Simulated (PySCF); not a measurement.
C9H6OS2, SMILES O=C(c1cccs1)c1cccs1, singlet at its GFN2-xTB optimised geometry (Å):

```
18

O     -1.0975    -2.3209     0.0000
C     -0.5274    -1.2392     0.0000
C     -1.3196    -0.0092     0.0000
C     -2.6955    -0.0092     0.0000
C     -3.2529     1.2776     0.0000
C     -2.3005     2.2517     0.0000
S     -0.7113     1.6152     0.0000
C      0.9349    -1.1971     0.0000
C      1.7132    -2.3318     0.0000
C      3.0895    -2.0636     0.0000
C      3.3542    -0.7271     0.0000
S      1.9305     0.2233     0.0000
H     -3.2609    -0.9234     0.0000
H     -4.3095     1.4755     0.0000
H     -2.4388     3.3152     0.0000
H      1.2790    -3.3152    -0.0001
H      3.8504    -2.8230    -0.0001
H      4.3095    -0.2399     0.0000
```

Method: B3LYP/def2-SVP (PySCF).

Map of the HOMO−1 amplitude (bohr^(-3/2)) on the plane z = 0.8 Å; orbital energy -6.88 eV, overall sign arbitrary:

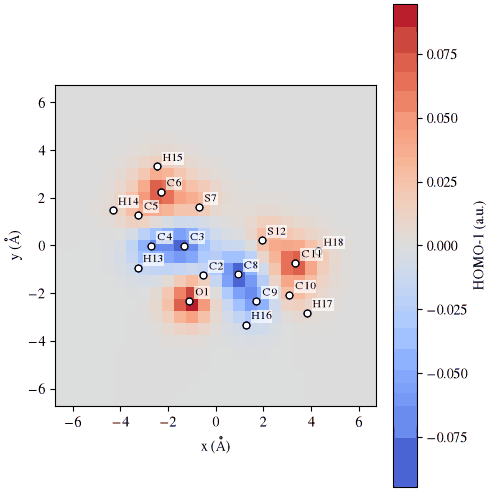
*HOMO−1 amplitude (bohr^(-3/2)) on the plane z = 0.8 Å.*
